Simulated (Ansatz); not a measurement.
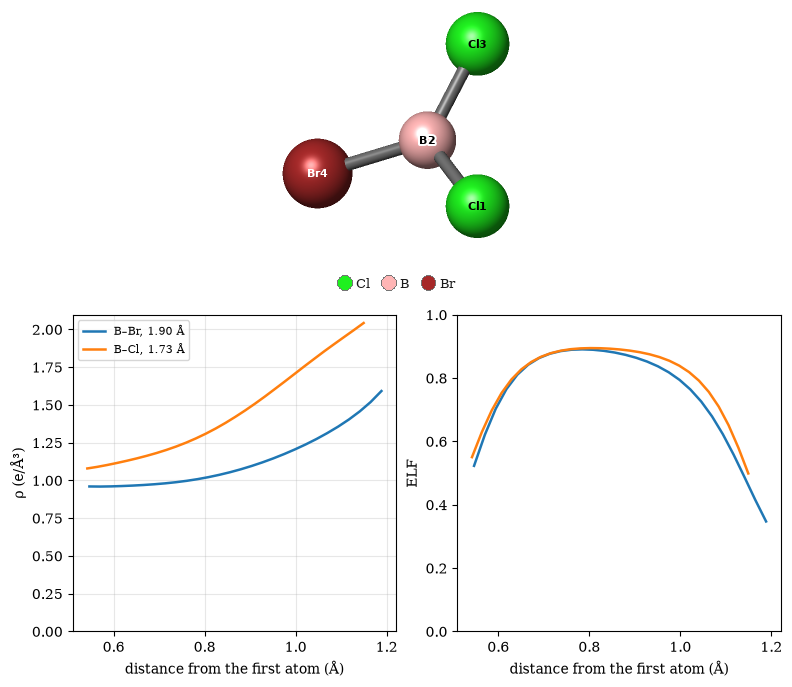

Figure. BBrCl2 (SMILES ClB(Cl)Br). Total electron density and electron localisation function along straight lines between neighbouring atoms. The curves leave out the atomic cores. The structure is drawn too.

Geometry: PBE0-D4/def2-TZVP.

Level of theory: Ansatz 0.2.0, RKS PBE0-D4/def2-TZVPP.

What kind of bonding do the profiles show?

B–Br (1.90 Å): the density is about 1.1 e/Å³ at the midpoint, with its minimum of 0.96 e/Å³ about 0.6 Å from B; the ELF peaks at about 0.90 between the atoms (a shared but strongly polarised pair).
B–Cl (1.73 Å): the density is about 1.4 e/Å³ at the midpoint; the ELF peaks at about 0.90 between the atoms: a polar covalent bond.
